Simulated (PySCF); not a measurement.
C$_{5}$H$_{12}$GeOSi (SMILES CC(C)O[SiH2]C#[C][GeH3])

The calculation's input:

```
{"job": {"kind": "uv", "xc": "CAM-B3LYP", "basis": "def2-SVPD", "ip": true}, "charge": 0, "multiplicity": 1}
C     -2.009694     1.389955     1.605149
C     -1.348154     0.427124     0.636794
C     -2.341740    -0.314681    -0.234581
O     -0.602238    -0.535540     1.372083
Si     1.048200    -0.512088     1.518472
C      1.834481    -0.567608    -0.144469
C      2.336724    -0.598896    -1.260833
Ge     3.114810    -0.654326    -2.996584
H     -2.597708     2.148865     1.067128
H     -2.682132     0.840489     2.281800
H     -1.256823     1.908865     2.217177
H     -0.665384     0.997997    -0.024511
H     -2.944113     0.387013    -0.830985
H     -3.018938    -0.913927     0.393426
H     -1.815147    -0.995026    -0.919234
H      1.424686    -1.718205     2.297929
H      1.528857     0.728763     2.198192
H      3.917727    -1.955175    -3.136458
H      4.037393     0.561559    -3.163629
H      1.987680    -0.611579    -4.038290
```

Launched as:

```sh
OMP_NUM_THREADS=1 python probes_run.py task.json out
```

Geometry: PBE0-D3(BJ)/def2-SVP.

Theory: PySCF, CAM-B3LYP/def2-SVPD, SCF density, gas phase.

What will maps of the electron density and electron localisation function show?

C–C (1.22 Å): the density is about 2.7 e/Å³ at the midpoint; the ELF peaks at about 0.90 between the atoms; a multiple bond.
Si–O (1.66 Å): ρ is about 1.1 e/Å³ halfway; the ELF peaks at about 0.85 between the atoms: a shared but strongly polarised pair.
C–Si (1.84 Å): ρ is about 0.97 e/Å³ halfway; the ELF peaks at about 1 between the atoms: a shared electron pair.
C–Ge (1.90 Å): the density is about 0.91 e/Å³ at the midpoint; the ELF peaks at about 0.95 in the valence shell of C, 0.7 Å from its nucleus, and is about 0.65 at the midpoint.

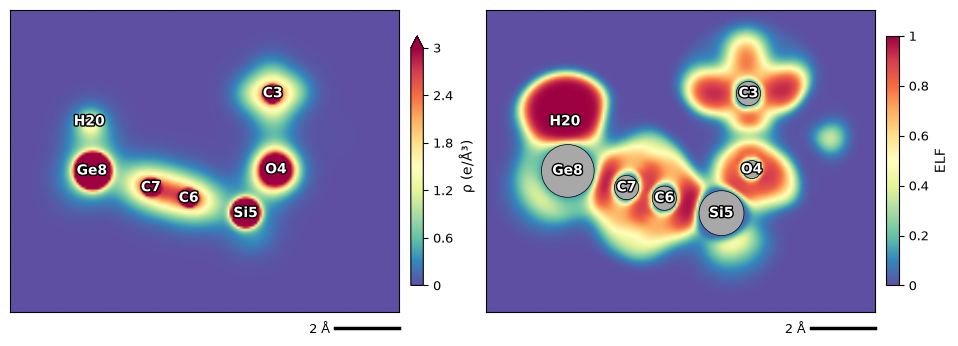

Computed electron density and electron localisation function on the plane of atoms C7, Ge8 and H20, in this order. Grey discs cover the atomic cores in the ELF map. 
